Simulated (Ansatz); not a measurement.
**Abstraction of H: SiH3(SiH3) + SiF3 → SiH3(SiH2) + SiHF3**

Gas-phase species: SiH3(SiH3) (disilane), singlet; SiF3 `F[Si](F)F`, doublet; SiH3(SiH2), doublet; SiHF3 `F[SiH](F)F`, singlet. A radical takes H: the energy is the difference in strength between two Si–H bonds in different surroundings.

Shapes, held fixed at every level: PBE0-D4/def2-TZVP. Programs: Ansatz 0.2.0. The zero-point and thermal change to 298 K, harmonic and unscaled (PBE0-D4/def2-TZVP), is +0.3 kJ/mol.

```csv
level,kind,ΔH(298 K) (kJ/mol),less CCSD(T)/CBS estimate
HF/def2-TZVPP,Hartree–Fock,-49.0,+2.2
SPW92/def2-TZVPP,LDA,-41.7,+9.5
r2SCAN-D4/def2-TZVPP,meta-GGA,-45.5,+5.7
PBE0-D4/def2-TZVPP,global hybrid,-45.8,+5.4
B2PLYP/def2-TZVPP,double hybrid,-46.6,+4.6
CCSD(T)/def2-SVP,coupled cluster or CI,-55.6,-4.4
CCSD/def2-TZVPP,coupled cluster or CI,-53.5,-2.3
CCSD(T)/CBS estimate,coupled cluster or CI,-51.2,0.0
```

The highest level, CCSD(T)/CBS estimate, gives ΔH(298 K) = -51.2 kJ/mol; the levels span -55.6 to -41.7. The column of differences is taken from that level and isn't an error. No measured value is set beside it here. Open shells run unrestricted. The CBS estimate extrapolates MP2 from def2-TZVPP and def2-QZVPP and adds CCSD(T) − MP2 in the triple-zeta set, cores frozen.

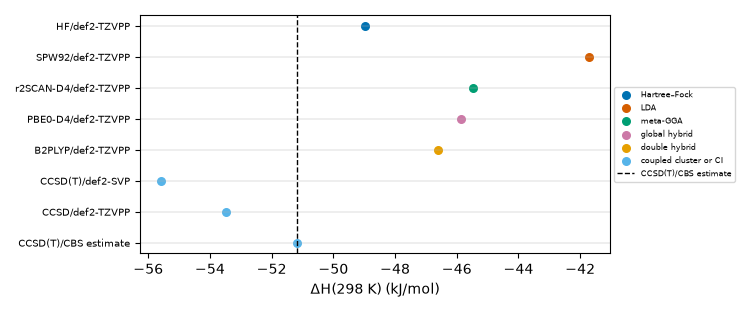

The values of the table, level by level.
